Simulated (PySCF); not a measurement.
Input

```
{"job": {"kind": "nmr", "xc": "PBE0", "basis": "pcSseg-1", "pop": false}, "charge": 0, "multiplicity": 1}
Si    -2.257400    -0.173700    -0.484700
C     -0.516000    -0.581300     0.152100
Si     0.896200     0.401700    -0.651500
P      2.812300    -0.344500     0.252000
H     -2.563000     1.229800    -0.205400
H     -3.231700    -1.028600     0.199100
H     -2.320200    -0.414300    -1.926100
H     -0.489100    -0.426400     1.231900
H     -0.322700    -1.644200     0.000100
H      0.981600     0.137000    -2.092200
H      0.703400     1.845100    -0.453200
H      2.693300     0.375500     1.426400
H      3.608800     0.624500    -0.327500
```

Command:

```sh
OMP_NUM_THREADS=1 python probes_run.py task.json out
```

Geometry: GFN2-xTB, NEB image 0 of 0 to 8.

Level of theory: PBE0/pcSseg-1, SCF density, gas phase, non-relativistic in PySCF.

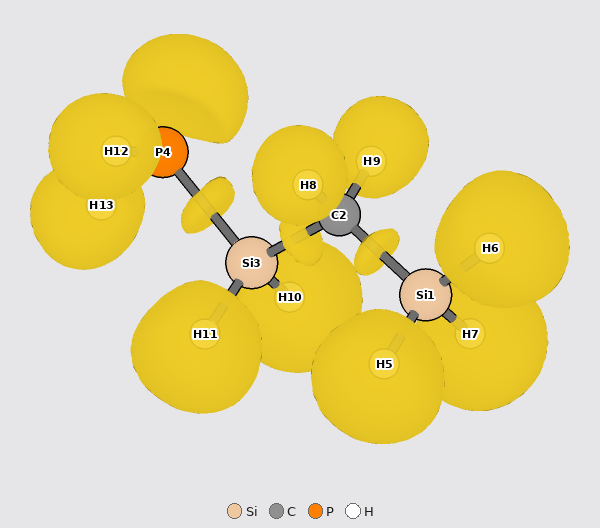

CH$_{9}$PSi$_{2}$ (SMILES [SiH3]C[SiH2]P). Isosurface of the electron localisation function at 0.9 (yellow), seen at a tilt. Core shells and regions of very low density are left out.

Where are the electrons localised?

The surface consists of two regions between bonded C–Si atoms (shared pairs), one region between bonded P–Si atoms (shared pairs), nine regions around hydrogen nuclei and one lobe on P, pointing away from the bonds (lone pairs).

Values along the shortest contacts:
C–Si (1.90 Å): the ELF peaks at about 0.95 between the atoms; a shared electron pair. Si–P (2.25 Å): the ELF peaks at about 0.95 between the atoms: a covalent bond.
